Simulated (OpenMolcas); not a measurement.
# Sn⁺: RASSCF and RASPT2 terms and fine-structure levels, part 3 of 3

Wanted: the level scheme of Sn⁺ from active-space wave functions, then second-order correlation under several settings.

OpenMolcas 26.06; ANO-RCC-VTZP, DKH2, active space 3 electrons in 9 orbitals (RAS2 5s 5p; RAS3 5d, at most 2 electrons), orbitals: per spin and parity. Earlier steps stand in the parts before.

### 11 CASPT2: IPEA 0.25, imaginary shift 0.1 (closed shells correlated: 4d), extended multistate

The input, a.inp:

```
>>> COPY JOB001 $Project.JobIph
&CASPT2
Multistate=1 1
Frozen=9 9
IPEA=0.25
Imaginary=0.1
MaxIter=60
WThr=0.0 0.3 0.05
PrWF=0.5
NoMix
>>> COPY JOB002 $Project.JobIph
&CASPT2
XMultistate=8 1 2 3 4 5 6 7 8
Frozen=9 9
IPEA=0.25
Imaginary=0.1
MaxIter=60
WThr=0.0 0.3 0.05
PrWF=0.5
NoMix
>>> COPY JOB003 $Project.JobIph
&CASPT2
XMultistate=3 1 2 3
Frozen=9 9
IPEA=0.25
Imaginary=0.1
MaxIter=60
WThr=0.0 0.3 0.05
PrWF=0.5
NoMix
>>> COPY JOB004 $Project.JobIph
&CASPT2
XMultistate=9 1 2 3 4 5 6 7 8 9
Frozen=9 9
IPEA=0.25
Imaginary=0.1
MaxIter=60
WThr=0.0 0.3 0.05
PrWF=0.5
NoMix
```

Log:

```text
Orbital specifications:
      -----------------------

      Symmetry species                           1   2
                                                ag  au
      Frozen orbitals                            9   9
      Inactive orbitals                          5   0
      Active orbitals                            6   3
      Secondary orbitals                        16  20
      Deleted orbitals                           0   0
      Number of basis functions                 36  32
Type of calculation                        SS-CASPT2
      Fock operator                              state-specific
      IPEA shift                                 0.25
      Real shift                                 0.00
      Imaginary shift                            0.10
      The input orbitals will be transformed to quasi-canonical
Reference energy:       -6171.6943490421
      E2 (Non-variational):      -0.4089308834
      Shift correction:          -0.0001522868
      E2 (Variational):          -0.4090831703
      Total energy:           -6172.1034322123
      Residual norm:              0.0000002766
      Reference weight:           0.93603
      Contributions to the CASPT2 correlation energy
      Active & Virtual Only:         -0.0024787830
      One Inactive Excited:          -0.0810166041
      Two Inactive Excited:          -0.3254354964
::    CASPT2 Root  1     Total energy:  -6172.10343221
Orbital specifications:
      -----------------------

      Symmetry species                           1   2
                                                ag  au
      Frozen orbitals                            9   9
      Inactive orbitals                          5   0
      Active orbitals                            6   3
      Secondary orbitals                        16  20
      Deleted orbitals                           0   0
      Number of basis functions                 36  32
Type of calculation                        XMS-CASPT2
      Fock operator                              state-average
      IPEA shift                                 0.25
      Real shift                                 0.00
      Imaginary shift                            0.10
      The input orbitals will be transformed to quasi-canonical
      The input states will be rotated to diagonalize the Fock operator
Reference energy:       -6172.2283953605
      E2 (Non-variational):      -0.4274087467
      Shift correction:          -0.0002352847
      E2 (Variational):          -0.4276440313
      Total energy:           -6172.6560393918
      Residual norm:              0.0000008222
      Reference weight:           0.93079
      Contributions to the CASPT2 correlation energy
      Active & Virtual Only:         -0.0098143571
      One Inactive Excited:          -0.0920834474
      Two Inactive Excited:          -0.3255109421
Reference energy:       -6172.2283953599
      E2 (Non-variational):      -0.4274904662
      Shift correction:          -0.0002422228
      E2 (Variational):          -0.4277326890
      Total energy:           -6172.6561280489
      Residual norm:              0.0000008240
      Reference weight:           0.93063
      Contributions to the CASPT2 correlation energy
      Active & Virtual Only:         -0.0098642667
      One Inactive Excited:          -0.0921170834
      Two Inactive Excited:          -0.3255091162
::    XMS-CASPT2 Root  1     Total energy:  -6172.65612865
::    XMS-CASPT2 Root  2     Total energy:  -6172.65612783
::    XMS-CASPT2 Root  3     Total energy:  -6172.65603929
::    XMS-CASPT2 Root  4     Total energy:  -6172.11849746
::    XMS-CASPT2 Root  5     Total energy:  -6172.11832104
::    XMS-CASPT2 Root  6     Total energy:  -6172.11830809
::    XMS-CASPT2 Root  7     Total energy:  -6172.11824688
::    XMS-CASPT2 Root  8     Total energy:  -6172.11824508
Orbital specifications:
      -----------------------

      Symmetry species                           1   2
                                                ag  au
      Frozen orbitals                            9   9
      Inactive orbitals                          5   0
      Active orbitals                            6   3
      Secondary orbitals                        16  20
      Deleted orbitals                           0   0
      Number of basis functions                 36  32
Type of calculation                        XMS-CASPT2
      Fock operator                              state-average
      IPEA shift                                 0.25
      Real shift                                 0.00
      Imaginary shift                            0.10
      The input orbitals will be transformed to quasi-canonical
      The input states will be rotated to diagonalize the Fock operator
Reference energy:       -6172.0453924304
      E2 (Non-variational):      -0.3979566878
      Shift correction:          -0.0001313808
      E2 (Variational):          -0.3980880686
      Total energy:           -6172.4434804990
      Residual norm:              0.0000008540
      Reference weight:           0.94063
      Contributions to the CASPT2 correlation energy
      Active & Virtual Only:         -0.0028226217
      One Inactive Excited:          -0.0694631272
      Two Inactive Excited:          -0.3256709389
Reference energy:       -6172.0453924304
      E2 (Non-variational):      -0.3979550122
      Shift correction:          -0.0001313240
      E2 (Variational):          -0.3980863362
      Total energy:           -6172.4434787666
      Residual norm:              0.0000008488
      Reference weight:           0.94063
      Contributions to the CASPT2 correlation energy
      Active & Virtual Only:         -0.0028212334
      One Inactive Excited:          -0.0694628398
      Two Inactive Excited:          -0.3256709391
::    XMS-CASPT2 Root  1     Total energy:  -6172.44348199
::    XMS-CASPT2 Root  2     Total energy:  -6172.44347816
::    XMS-CASPT2 Root  3     Total energy:  -6172.44341906
Orbital specifications:
      -----------------------

      Symmetry species                           1   2
                                                ag  au
      Frozen orbitals                            9   9
      Inactive orbitals                          5   0
      Active orbitals                            6   3
      Secondary orbitals                        16  20
      Deleted orbitals                           0   0
      Number of basis functions                 36  32
Type of calculation                        XMS-CASPT2
      Fock operator                              state-average
      IPEA shift                                 0.25
      Real shift                                 0.00
      Imaginary shift                            0.10
      The input orbitals will be transformed to quasi-canonical
      The input states will be rotated to diagonalize the Fock operator
Reference energy:       -6171.9739841505
      E2 (Non-variational):      -0.4095678418
      Shift correction:          -0.0002731812
      E2 (Variational):          -0.4098410231
      Total energy:           -6172.3838251735
      Residual norm:              0.0000001104
      Reference weight:           0.93305
      Contributions to the CASPT2 correlation energy
      Active & Virtual Only:         -0.0096413595
      One Inactive Excited:          -0.0747129257
      Two Inactive Excited:          -0.3252135566
Reference energy:       -6171.9739841503
      E2 (Non-variational):      -0.4098462548
      Shift correction:          -0.0002889936
      E2 (Variational):          -0.4101352484
      Total energy:           -6172.3841193987
      Residual norm:              0.0000001161
      Reference weight:           0.93260
      Contributions to the CASPT2 correlation energy
      Active & Virtual Only:         -0.0097600294
      One Inactive Excited:          -0.0748713117
      Two Inactive Excited:          -0.3252149137
::    XMS-CASPT2 Root  1     Total energy:  -6172.38411957
::    XMS-CASPT2 Root  2     Total energy:  -6172.38411816
::    XMS-CASPT2 Root  3     Total energy:  -6172.38403411
::    XMS-CASPT2 Root  4     Total energy:  -6172.38402475
::    XMS-CASPT2 Root  5     Total energy:  -6172.38382636
::    XMS-CASPT2 Root  6     Total energy:  -6172.30937929
::    XMS-CASPT2 Root  7     Total energy:  -6172.30360750
::    XMS-CASPT2 Root  8     Total energy:  -6172.30359954
::    XMS-CASPT2 Root  9     Total energy:  -6172.30351767
```

This run: 7.4 s of run time, 1 thread, shared host.

XMS-RASPT2: lowest energy less the reference's lowest, -0.4277 hartree; reference weights 0.918 to 0.941.

Levels with spin-orbit coupling, from the RASSI matrix with the averaged CASPT2 term energies on its diagonal:

| Configuration | Term | J | E (cm-1) | Leading % |
| --- | --- | --- | --- | --- |
| 5s2 5p | 2P* | 1/2 | 0.0 | 100 |
| 5s2 5p | 2P* | 3/2 | 3750 | 100 |
| 5s 5p2 | 4P | 1/2 | 46720 | 99 |
| 5s 5p2 | 4P | 3/2 | 48250 | 100 |
| 5s 5p2 | 4P | 5/2 | 50270 | 98 |
| 5s 5p2 | 2D | 3/2 | 62040 | 99 |
| 5s 5p2 | 2D | 5/2 | 62490 | 98 |
| 5s 5p2 | 2P | 1/2 | 76750 | 57 |

### 12 Levels by method

A. RASSCF
B. SS-RASPT2, IPEA 0.25, imaginary shift 0.1 (closed shells correlated: 4d)
C. SS-RASPT2, IPEA 0, imaginary shift 0.1 (closed shells correlated: 4d)
D. XMS-RASPT2, IPEA 0.25, imaginary shift 0.1 (closed shells correlated: 4d)

Energies in cm-1 above each method's lowest level; measured values from NIST Handbook of Basic Atomic Spectroscopic Data.

```tsv
level	A	B	C	D	measured
5s2 5p 2P* 1/2	0.0	0.0	0.0	0.0	0.0
5s2 5p 2P* 3/2	3752	3750	3750	3750	4251
5s 5p2 4P 1/2	40259	46070	45930	46720	46464
5s 5p2 4P 3/2	41754	47600	47460	48250	48368
5s 5p2 4P 5/2	43799	49620	49470	50270	50730
5s 5p2 2D 3/2	58190	61400	60900	62040	58844
5s 5p2 2D 5/2	58578	61850	61360	62490	59463
```

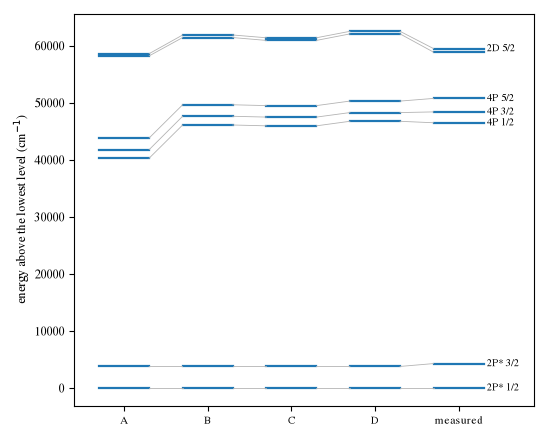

The same levels, method by method, beside the measured ones.

Mean absolute deviation from the 6 measured excited levels that all methods hold: A 3600 cm⁻¹, B 1300 cm⁻¹, C 1200 cm⁻¹, D 1300 cm⁻¹.

### 13 What came out

The summary covers parts 1 to 3.

| quantity | value |
| --- | --- |
| method | SS-RASPT2, IPEA 0.25, imaginary shift 0.1 (closed shells correlated: 4d) |
| lowest level | 5s2 5p 2P* 1/2, 100 % of that term, g = 0.666 |
| ground level listed by NIST | 2P°1/2 |
| first excited level | 5s2 5p 2P* 3/2 at 3750 cm-1 |
| lowest level of another term | 5s 5p2 4P 1/2 at 46070 cm-1 |
| spin-orbit lowering of the lowest level | 2503 cm-1 |
| strongest of the lines computed, by gA, at SS-RASPT2 energies | 5s 5p2 2P 1/2 → 5s2 5p 2P* 1/2, 131.4 nm, A = 2.80e+09 s⁻¹ |

What each method costs and misses:

```tsv
method	time of its own steps	time with the reference	mean absolute difference from the measured levels (cm-1)
A. RASSCF	13 s	13 s	3600
B. SS-RASPT2, IPEA 0.25, imaginary shift 0.1, +4d	8.1 s	22 s	1300
C. SS-RASPT2, IPEA 0, imaginary shift 0.1, +4d	8.3 s	22 s	1200
D. XMS-RASPT2, IPEA 0.25, imaginary shift 0.1, +4d	7.4 s	21 s	1300
```

Times are of one thread on a shared host.

What this shows: The multiplet 2P* is regular. Method C lies closest to the measured levels (1200 cm⁻¹ on average) and A farthest (3600). Only the configurations of the active space and the roots asked for are present. Not all states of the active space went into the spin-orbit step. CASPT2 does not keep the components of a term degenerate, and the means are used. The levels of the extra active shells were not computed. Only valence configurations of the active space appear, up to the ionisation limit; * or ° marks odd parity.
